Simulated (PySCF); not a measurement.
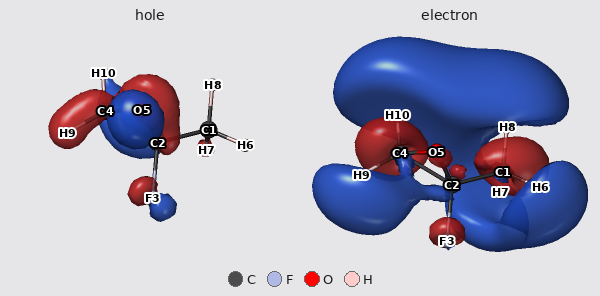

*C3H5FO, SMILES `CC1(F)CO1`. Leading natural transition orbital pair of S₃ (TDA singlet states); the surfaces enclose about 70 % of each orbital's density.*

Level of theory: PBE0/cc-pVDZ (PySCF), at a geometry from GFN2-xTB. No frequency check shows the geometry to be a minimum. Without diffuse functions Rydberg states are missing, so the states' numbers hold for this basis only.

Coordinates in Å:

```
C1      -1.3769    0.7661    0.0624
C2      -0.1182   -0.0513    0.0162
F3      -0.3850   -1.3938    0.0574
C4       1.1731    0.3546    0.5701
O5       0.9132    0.2872   -0.8181
H6      -2.0233    0.4818   -0.7651
H7      -1.8976    0.5813    0.9991
H8      -1.1305    1.8203   -0.0214
H9       1.8448   -0.4053    0.9489
H10      1.2970    1.3517    0.9739
```

Give its energy and the atoms that hole and electron lie on.

Answer. 9.31 eV (133 nm), f = 0.008, partly diffuse acceptor orbital, which a basis without diffuse functions describes poorly; the leading pair carries 97 %; hole on O5 (46 %), C4 (19 %) and C2 (13 %), electron on H10 (22 %), H8 (19 %) and C1 and C4 (14 % each) (atom shares of so diffuse an orbital are rough); their centroids lie 1.5 Å apart. In canonical orbitals it is mainly HOMO−1 → LUMO (94 %). The HOMO–LUMO gap is 10.32 eV.
